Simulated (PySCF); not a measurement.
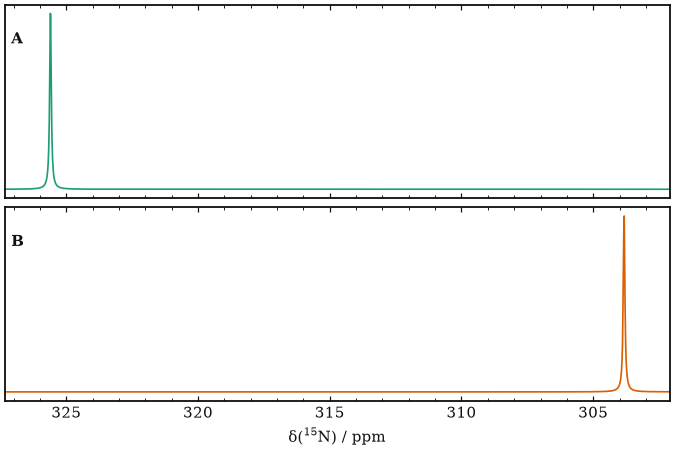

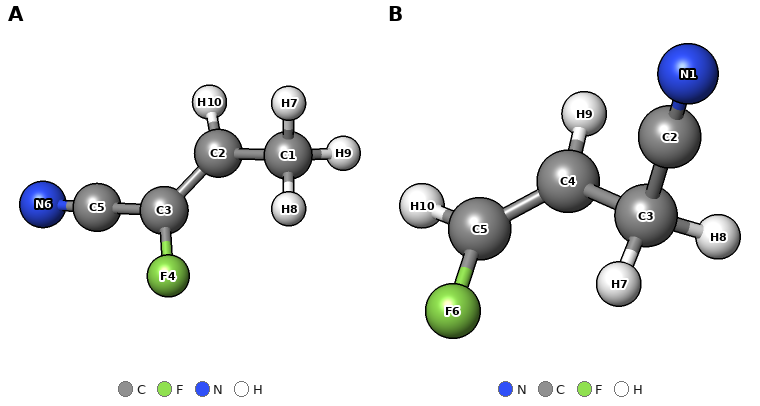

Related molecules: A is C₄H₄FN, SMILES C/C=C(\F)C#N; B is C₄H₄FN, SMILES N#CC/C=C\F. GIAO ¹⁵N shifts against NH₃ (¹⁵N: a single molecule, while the usual scales start at liquid NH₃ or nitromethane; multiply bonded nitrogen can come out tens of ppm too deshielded), PBE0/pcSseg-1, PySCF 2.14.0, at a PBE0-D3(BJ)/def2-SVP geometry (no frequency check); fully decoupled, line heights follow the number of nuclei within a panel, widths are arbitrary (no quadrupolar broadening); values of one conformer, averaged over nuclei that symmetry, rotation about single bonds or inversion at nitrogen exchange, these motions taken as fast; other conformers aren't averaged in.

How does the ¹⁵N shift respond?

Answer. From A (325.6 ppm) to B (303.8 ppm) the nucleus is shielded by 21.8 ppm.
